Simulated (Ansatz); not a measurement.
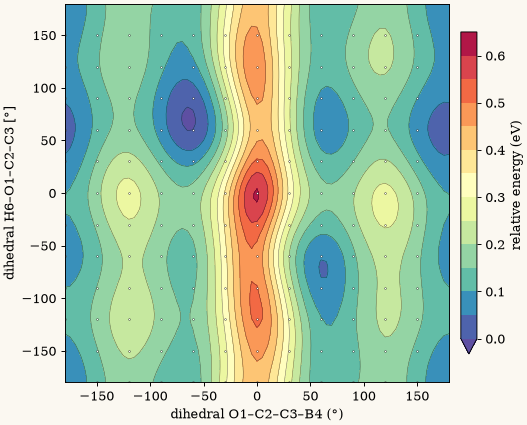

C₂H₆BFO, SMILES OCCBF. The first coordinate is: dihedral O1–C2–C3–B4; the second: dihedral H6–O1–C2–C3. Nothing is relaxed (all other coordinates rigid). The scan uses a 12 × 12 grid. Points are written as (first, second). Energies: eV, counted from the lowest grid point. This map comes from RKS PBE-D4/def2-TZVP (Ansatz 0.2.0).

In the figure: filled contours, dots at the grid points. Between grid points the surface is interpolated.

The lowest grid point is at (−60°, 60°). The bottom of the well lies between grid points, at about (−65°, 70°), about 0.0079 eV lower on the interpolated surface. Higher local minima lie near (−180°, 60°) (0.032 eV above the lowest at that grid point); (60°, −60°) (0.053 eV above the lowest at that grid point); (−180°, −180°) (0.066 eV above the lowest at that grid point). The highest grid point, (0°, 0°), lies 0.605 eV above the lowest. On the interpolated surface the easiest way out of the lowest well to the well at (−180°, 60°) passes a barrier of about 0.17 eV, counted from the interpolated bottom of the well. Round the minimum the two coordinates are weakly coupled (coupling 0.13 in units of the two stiffnesses).

The level of theory is changed to RHF/def2-TZVP (Ansatz 0.2.0); with it change the reference geometry, relaxed at the new level; the new grid has 18 × 18 points, laid about the new relaxed structure.

### What will the new map look like?

The minimum (interpolated where it lies between grid points) moves from about (−65°, 70°) to about (−60°, 75°). The span from the lowest to the highest grid point grows from 0.605 to 0.722 eV.

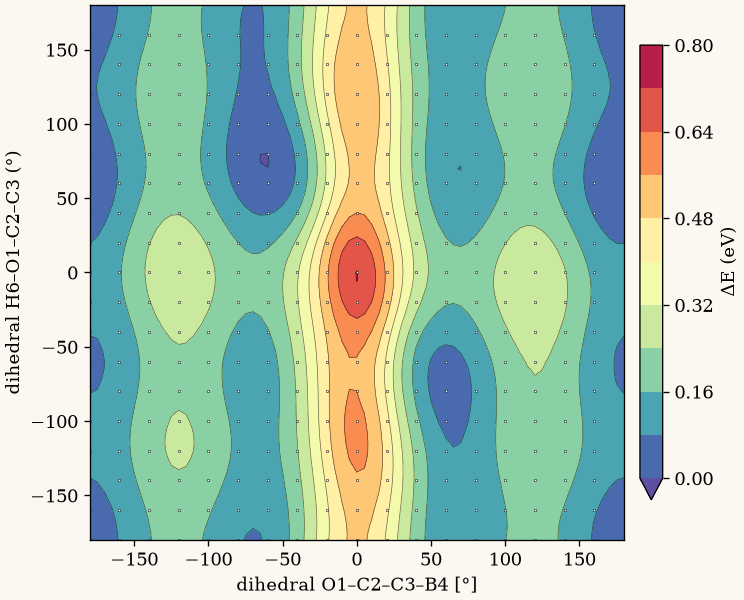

The map after the change, on a colour scale of its own. In the figure: filled contours, dots at the grid points. Between grid points the surface is interpolated.
